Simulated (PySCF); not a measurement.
# BHO2 (oxoborinic acid): levels of theory compared

We compute a comparison of 6 runs (M06-2X/STO-6G, PBE/STO-6G, UPBE0/STO-6G, UMP2/STO-6G, UCCSD(T)/STO-6G, FCI/STO-6G) of BHO2 (oxoborinic acid). The job is set up through a Python script.

Program for the calculation: PySCF 2.14.0.

6 further runs of the same task are left out: 6 set aside as unsound or not needed.

## 1. The system as given

BHO2 has 4 atoms, charge 0, and is taken as a singlet. As SMILES, `O=BO`. One bond was lengthened or shortened from a relaxed shape.

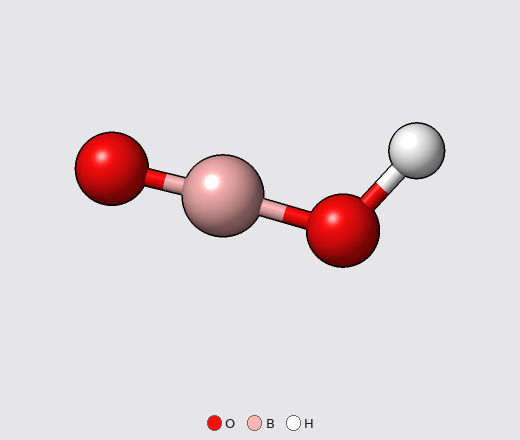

The structure, seen from a chosen angle (oxygen red, boron pink, hydrogen white).

## 2. The energy at M06-2X/STO-6G (run 1)

run.py reads:

```python
from pyscf import gto, dft

mol = gto.Mole()
mol.atom = 'O -1.624233 0.533802 0.607393; B -0.493033 0.142302 0.427493; O 0.747567 -0.291698 0.287493; H 1.162300 -0.353500 -0.785700'
mol.verbose = 3
mol.basis = 'sto-6g'
mol.spin = 0
mol.max_memory = 1860
mol.build()

ks = dft.RKS(mol, xc='m06-2x')
ks.grids.level = 5
ks.conv_tol = 1e-10
ks.kernel()
if not ks.converged:
    ks = ks.newton().run(ks.mo_coeff, ks.mo_occ)

etot = ks.e_tot
print(f'total energy: {etot:.8f} hartree')
```

Command:

```bash
$ OMP_NUM_THREADS=1 python run.py
```

Log:

```text
converged SCF energy = -175.171756099301
total energy: -175.17175610 hartree
```

Wall time 3.9 s (1 thread of Intel Xeon 6975P-C (Granite Rapids), shared host); peak memory 0.18 GiB.

## 3. A single-point energy at PBE/STO-6G (run 2)

calc.py reads:

```python
from pyscf import gto, dft

molecule = gto.M(
    atom='O -1.624233 0.533802 0.607393; B -0.493033 0.142302 0.427493; O 0.747567 -0.291698 0.287493; H 1.162300 -0.353500 -0.785700',
    verbose=3,
    charge=0,
    max_memory=1860,
    basis='sto-6g',
)

mf = dft.RKS(molecule)
mf.xc = 'pbe'
mf.grids.level = 5
mf.conv_tol = 1e-10
mf.kernel()
if not mf.converged:
    mf = mf.newton().run(mf.mo_coeff, mf.mo_occ)

e_final = mf.e_tot
print('Final energy', e_final)
```

Command:

```bash
$ OMP_NUM_THREADS=1 python calc.py
```

Log:

```text
converged SCF energy = -175.043067983253
Final energy -175.04306798325274
```

It took 3.3 s on 1 thread of Intel Xeon 6975P-C (Granite Rapids), shared host; peak memory 0.18 GiB.

Run 3 isn't shown in full; the table further down has it.

## 4. A single-point energy at UMP2/STO-6G (run 4)

geometry.xyz reads:

```xyz
4
BHO2
O     -1.624233     0.533802     0.607393
B     -0.493033     0.142302     0.427493
O      0.747567    -0.291698     0.287493
H      1.162300    -0.353500    -0.785700
```

calc.py reads:

```python
from pyscf import gto, mp

mol = gto.M(
    atom='geometry.xyz',
    charge=0,
    verbose=4,
    spin=0,
    max_memory=1860,
    basis='sto-6g',
)

myscf = mol.UHF()
myscf.conv_tol = 1e-10
myscf.kernel()
if not myscf.converged:
    myscf = myscf.newton().run(myscf.mo_coeff, myscf.mo_occ)
for _ in range(3):
    mo, _, stable, _ = myscf.stability(return_status=True)
    if stable:
        break
    myscf.kernel(myscf.make_rdm1(mo, myscf.mo_occ))

pt = mp.MP2(myscf, frozen=3).run()
e_final = pt.e_tot
print('E(%s) = %.9f' % ('MP2', e_final))
```

Command:

```bash
$ OMP_NUM_THREADS=1 python calc.py
```

Log:

```text
PySCF version 2.14.0

[INPUT] num. atoms = 4
[INPUT] num. electrons = 22
[INPUT] charge = 0
[INPUT] spin (= nelec alpha-beta = 2S) = 0
[INPUT] symmetry False subgroup None
[INPUT] Mole.unit = angstrom
[INPUT] Symbol           X                Y                Z      unit          X                Y                Z       unit  Magmom
[INPUT]  1 O     -1.624233000000   0.533802000000   0.607393000000 AA   -3.069355532481   1.008739584745   1.147806419978 Bohr   0.0
[INPUT]  2 B     -0.493033000000   0.142302000000   0.427493000000 AA   -0.931697340373   0.268911806978   0.807844690169 Bohr   0.0
[INPUT]  3 O      0.747567000000  -0.291698000000   0.287493000000 AA    1.412696889763  -0.551229331083   0.543283032730 Bohr   0.0
[INPUT]  4 H      1.162300000000  -0.353500000000  -0.785700000000 AA    2.196428674582  -0.668018185034  -1.484757816071 Bohr   0.0

nuclear repulsion = 53.1128365417533
number of shells = 10
number of NR pGTOs = 96
number of NR cGTOs = 16
basis = sto-6g
ecp = {}

[... 81 lines left out ...]
converged SCF energy = -174.347868924564  <S^2> = 1.5783108e-10  2S+1 = 1
[... 3 lines left out ...]
******** <class 'pyscf.mp.ump2.UMP2'> ********
nocc = (np.int64(8), np.int64(8)), nmo = (13, 13)
frozen orbitals 3
E(UMP2) = -174.512718095034  E_corr = -0.164849170469864
E(SCS-UMP2) = -174.512224280735  E_corr = -0.164355356171169
E_corr(same-spin) = -0.0386119019915388
E_corr(oppo-spin) = -0.126237268478325
E(MP2) = -174.512718095
```

It took 0.72 s on 1 thread of Intel Xeon 6975P-C (Granite Rapids), shared host; peak memory 0.12 GiB.

Run 5 isn't shown in full; the table further down has it.

## 5. The energy at FCI/STO-6G (run 6)

run.py reads:

```python
from pyscf import gto, scf, mcscf

mol = gto.M(
    atom='''
O       -1.624233       0.533802       0.607393
B       -0.493033       0.142302       0.427493
O        0.747567      -0.291698       0.287493
H        1.162300      -0.353500      -0.785700
''',
    verbose=3,
    basis='sto-6g',
    max_memory=1860,
)

mf = scf.RHF(mol)
mf.conv_tol = 1e-10
mf.kernel()
if not mf.converged:
    mf = mf.newton().run(mf.mo_coeff, mf.mo_occ)

cas = mcscf.CASCI(mf, mf.mo_coeff.shape[-1] - 3, (mol.nelec[0] - 3, mol.nelec[1] - 3))  # full CI above the frozen core
cas.fix_spin_(ss=0.0)
cas.kernel()
energy = cas.e_tot
print(f'total energy: {energy:.8f} hartree')
```

Command:

```bash
$ OMP_NUM_THREADS=1 python run.py
```

Log:

```text
converged SCF energy = -174.347868924577
CASCI E = -174.538790761200  E(CI) = -61.5148616705777  S^2 = 0.0000000
total energy: -174.53879076 hartree
```

Run time: 25 s. Hardware: 1 thread of Intel Xeon 6975P-C (Granite Rapids), shared host; peak memory 0.48 GiB.

## 6. The series

| run | level | follow instability | integration grid | energy (Eh) | dipole moment (D) of the reference | HOMO energy (eV) | LUMO energy (eV) | wall time |
| --- | --- | --- | --- | --- | --- | --- | --- | --- |
| 1 | M06-2X/STO-6G | – | 5 | -175.171756 | 2.75 | -7.19 | 4.90 | 3.9 s |
| 2 | PBE/STO-6G | – | 5 | -175.043068 | 2.69 | -3.86 | 2.06 | 3.3 s |
| 3 | UPBE0/STO-6G | yes | 5 | -175.052575 | 2.76 | -5.57 | 3.51 | 15 s |
| 4 | UMP2/STO-6G | yes | – | -174.512718 | 2.85 | -9.82 | 8.82 | 0.72 s |
| 5 | UCCSD(T)/STO-6G | yes | – | -174.538365 | 2.85 | -9.82 | 8.82 | 0.87 s |
| 6 | FCI/STO-6G | – | – | -174.538791 | 2.85 | -9.82 | 8.82 | 25 s |

## 7. Outcome

| quantity | value |
| --- | --- |
| run 6: total energy | -174.53879 Eh |
| run 6: dipole moment (Hartree–Fock density) | 2.85 D |
| run 6: HOMO energy (Hartree–Fock orbitals) | -9.82 eV |
| run 6: LUMO energy (Hartree–Fock orbitals) | 8.82 eV |
| run 6: HOMO–LUMO gap (Hartree–Fock orbitals) | 18.63 eV |
| run 6: correlation energy (3 core orbitals frozen) | -190.9 mEh |

In words: Against full CI in this basis: UMP2 +26.1 mEh; UCCSD(T) +0.4 mEh. Over runs 1, 2, 3 the dipole moment (its size) runs from 2.69 D (PBE/STO-6G) to 2.76 D (UPBE0/STO-6G). Over runs 1, 2, 3 the HOMO–LUMO gap runs from 5.91 eV (PBE/STO-6G) to 12.09 eV (M06-2X/STO-6G). Totals of different functionals can't be ranked against each other. In runs 1, 2, 3, 4, 5, 6 the basis is minimal, so the values are rough. All runs together took 49 s, the longest 25 s.
